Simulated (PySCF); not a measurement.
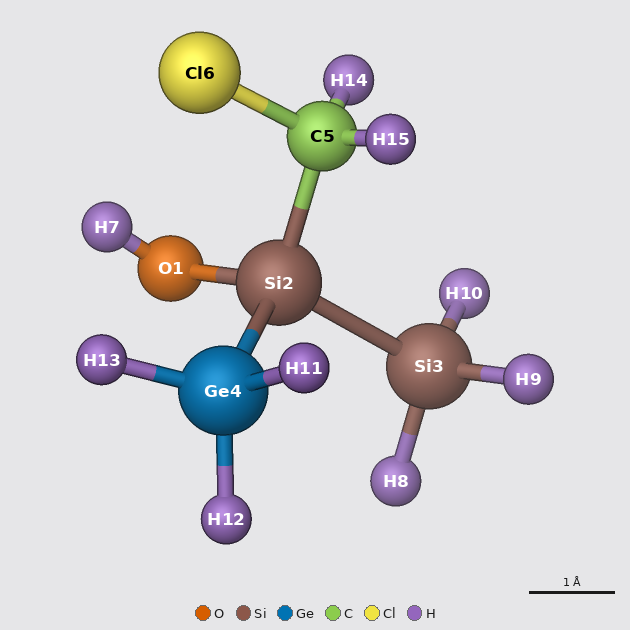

The atoms are numbered. The computed structure is the end point of a PBE0-D3(BJ)/def2-SVP optimisation. No frequency run is at hand to confirm it as a minimum.

List the bonds and their lengths.

```csv
bond,length (Å)
O1–Si2,1.674
O1–H7,0.965
Si2–Si3,2.343
Si2–Ge4,2.389
Si2–C5,1.899
Si3–H8,1.494
Si3–H9,1.497
Si3–H10,1.496
Ge4–H11,1.542
Ge4–H12,1.541
Ge4–H13,1.540
C5–Cl6,1.800
C5–H14,1.100
C5–H15,1.100
```
